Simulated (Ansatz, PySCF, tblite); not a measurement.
Breaking a bond: SeMg, lowest triplet found (which spin is the ground state isn't settled by this scan).

UCCSD(T) = CCSD(T) on UHF/cc-pVDZ, cores with 3d frozen (Ansatz, an electronic-structure program); GFN2-xTB, 300 K electronic temperature (tblite); UMP2/6-31G* = unrestricted MP2 (frozen core)/6-31G*, spherical d in PySCF.

Energies are in kcal/mol, each relative to the lowest point of its own curve between 2.02 and 3.08 Å, where full CI is lowest.

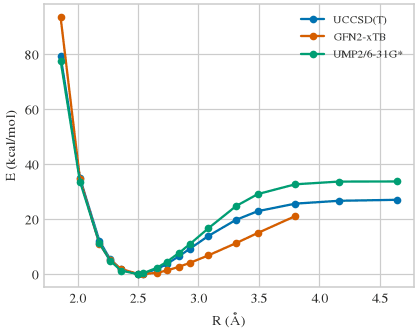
Fig. 1. Energy against bond length for each method.

| R / Å | UCCSD(T) | GFN2-xTB | UMP2/6-31G* |
|---|---|---|---|
| 1.86 | 79.3 | 93.5 | 77.7 |
| 2.02 | 34.9 | 34.6 | 33.7 |
| 2.18 | 12.2 | 11.2 | 11.4 |
| 2.27 | 5.5 | 5.2 | 4.9 |
| 2.36 | 1.7 | 1.9 | 1.3 |
| 2.50 | 0.0 | 0.1 | 0.0 |
| 2.54 | 0.2 | 0.0 | 0.3 |
| 2.66 | 1.9 | 0.5 | 2.4 |
| 2.74 | 3.8 | 1.4 | 4.6 |
| 2.84 | 6.6 | 2.7 | 7.8 |
| 2.93 | 9.3 | 4.1 | 11.0 |
| 3.08 | 13.9 | 6.8 | 16.7 |
| 3.31 | 19.8 | 11.3 | 24.8 |
| 3.49 | 22.9 | 15.0 | 29.2 |
| 3.80 | 25.7 | 21.1 | 32.7 |
| 4.16 | 26.7 | — | 33.7 |
| 4.64 | 27.1 | — | 33.7 |

At the longest distance, 4.64 Å, UMP2/6-31G* lies highest above its minimum (33.7 kcal/mol) and UCCSD(T) lowest (27.1 kcal/mol).

A dash means that the run gave no value there, or that the column was ended at a point which the program doubted or which failed a test of continuity chosen for this set; such a test can also cut sound points.

The scan ran from 1.86 to 8.81 Å; beyond the distances shown full CI changes its symmetry label. The unrestricted determinant behind UCCSD(T), UMP2/6-31G* is spin-contaminated at 3.31 to 3.80 Å (<S²> up to 2.2, against 2.00 for a pure triplet).
